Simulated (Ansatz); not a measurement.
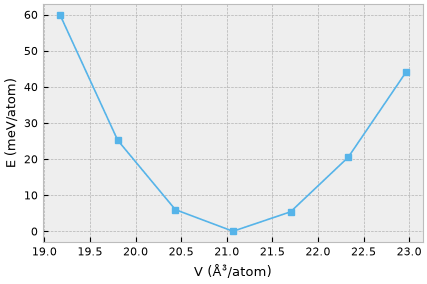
Figure. YSi in space group Cmcm (No. 63; Y on 4c, Si on 4c) under volume change, PBEsol (plane waves, PAW; program Ansatz), shape and atoms relaxed at each volume.

Q: What does a third-order Birch–Murnaghan fit give for V₀, B₀ and B′?

A: V₀ = 21.07 Å³/atom, B₀ = 95.7 GPa, B′ = 4.1.

The first step of the workflow began from a Materials Project structure, measured or hypothetical; the Crystallography Open Database copy checked does not list it. Whether it is the stable phase at ambient conditions was not checked. The PBEsol relaxation kept the symmetry of its start; its stability against distortions is not shown here. No spin polarisation was allowed.

Potentials: the later of the program's two PAW sets.
